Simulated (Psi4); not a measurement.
# CH2NSn (SMILES N#[C][SnH2]): an attempt with Psi4

Wanted: a single-point energy of CH2NSn.

The results are computed with Psi4 1.11.

## Step 1: Starting point

CH2NSn has 5 atoms, charge 0, and is taken as a doublet. SMILES: `N#[C][SnH2]`. The shape is that of a PBE0-D4/def2-TZVP optimisation.

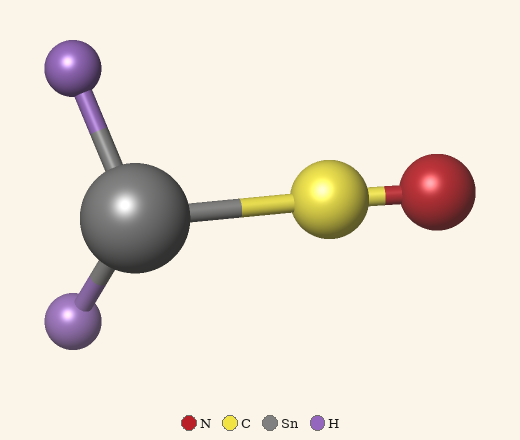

Viewed from a chosen angle; nitrogen red, carbon yellow, tin grey, hydrogen purple.

## Step 2: The input as written

Input file calc.dat:

```
memory 1.6 GB

molecule {
  0 2
  N      0.833800    -1.535700     1.665600
  C      0.506000    -0.851500     0.796000
  Sn     0.009600     0.331100    -0.886300
  H     -1.648500     0.038200    -1.184000
  H      0.349000     1.944400    -0.432600
  symmetry c1
}

set {
  basis def2-TZVPD
  reference uks
  puream true
  scf_type cd
  dft_radial_points 99
  dft_spherical_points 590
  cholesky_tolerance 1e-05
  maxiter 150
}

energy_value, wavefunction = energy("m06-l", return_wfn=True)
```

Launch:

```
$ psi4 -n 1 calc.dat calc.out
```

calc.out:

```text
Psi4 1.11 release

   => Loading Basis Set <=

    Name: DEF2-TZVPD
    Role: ORBITAL
    Keyword: BASIS

    !!!  WARNING: ECP capability is in beta. Please check occupations closely.  !!!

         ---------------------------------------------------------
                                   SCF
                              UKS Reference
                        1 Threads,   1525 MiB Core
         ---------------------------------------------------------

  ==> Geometry <==

    Molecular point group: c1
    Full point group: C1

    Geometry (in Angstrom), charge = 0, multiplicity = 2:

       Center              X                  Y                   Z               Mass
    ------------   -----------------  -----------------  -----------------  -----------------
         N            0.714890822491    -1.603136112050     2.172783488986    14.003074004430
         C            0.387090822491    -0.918936112050     1.303183488986    12.000000000000
         SN          -0.109309177509     0.263663887950    -0.379116511014   119.902201630000
         H           -1.767409177509    -0.029236112050    -0.676816511014     1.007825032230
         H            0.230090822491     1.876963887950     0.074583488986     1.007825032230

  Running in c1 symmetry.

  Rotational constants: A =      3.10841  B =      0.09820  C =      0.09661 [cm^-1]
  Rotational constants: A =  93187.79463  B =   2944.07152  C =   2896.33817 [MHz]
  Nuclear repulsion =   94.907877767547262

  Charge       = 0
  Multiplicity = 2
  Electrons    = 37
  Nalpha       = 19
  Nbeta        = 18

  ==> Algorithm <==

  SCF Algorithm Type is CD.
  DIIS enabled.
  MOM disabled.
  Fractional occupation disabled.
  Guess Type is SAD.
  Energy threshold   = 1.00e-06
  Density threshold  = 1.00e-06
  Integral threshold = 1.00e-12

  ==> Primary Basis <==

  Basis Set: DEF2-TZVPD
    Blend: DEF2-TZVPD
    Number of shells: 54
    Number of basis functions: 148
    Number of Cartesian functions: 170
    Spherical Harmonics?: true
    Max angular momentum: 3

  Core potential: DEF2-TZVPD
    Number of shells: 4
    Number of ECP primitives: 18
    Number of ECP core electrons: 28
    Max angular momentum: 3

  ==> DFT Potential <==

   => LibXC <=

    Version 7.1.2

   => Composite Functional: M06-L <=

    M06-L Meta-GGA XC Functional

    Deriv               =              1
    GGA                 =           TRUE
    Meta                =           TRUE

    Exchange Hybrid     =          FALSE
    MP2 Hybrid          =          FALSE

   => Exchange Functionals <=

    1.0000   XC_MGGA_X_M06_L

   => Correlation Functionals <=

    1.0000   XC_MGGA_C_M06_L

   => LibXC Density Thresholds  <==

    XC_MGGA_C_M06_L:  1.00E-12
    XC_MGGA_X_M06_L:  1.00E-15

   => Molecular Quadrature <=

    Radial Scheme          =       TREUTLER
    Pruning Scheme         =           NONE
    Nuclear Scheme         =       TREUTLER

    Blocking Scheme        =         OCTREE
    BS radius alpha        =              1
    Pruning alpha          =              1
    Radial Points          =             99
    Spherical Points       =            590
    Total Points           =         281993
    Total Blocks           =           2114
    Max Points             =            256
    Max Functions          =            146
    Weights Tolerance      =       1.00E-15

  ==> Integral Setup <==

RuntimeError:
Fatal Error: Disk algorithm for CD JK not implemented.

Printing out the relevant lines from the Psithon --> Python processed input file:
    core.set_global_option("SCF_TYPE", "cd")
    core.set_global_option("DFT_RADIAL_POINTS", 99)
    core.set_global_option("DFT_SPHERICAL_POINTS", 590)
    core.set_global_option("CHOLESKY_TOLERANCE", 1e-05)
    core.set_global_option("MAXITER", 150)
--> energy_value, wavefunction = energy("m06-l", return_wfn=True)

!----------------------------------------------------------------------------------!
!                                                                                  !
! Fatal Error: Disk algorithm for CD JK not implemented.                           !
!                                                                                  !
!----------------------------------------------------------------------------------!

    Psi4 run time: 0:00:00.34
```

Run time: 1 s. Hardware: 1 thread of Intel Xeon 6975P-C (Granite Rapids), shared host; peak memory 0.19 GiB.

## Step 3: What went wrong

The job stopped with an error part of the way.

The telling line is `Fatal Error: Disk algorithm for CD JK not implemented.`. To mend it: integral approximation def2-universal-jfit in place of cd 1e-5. As typed, the program can't run this.
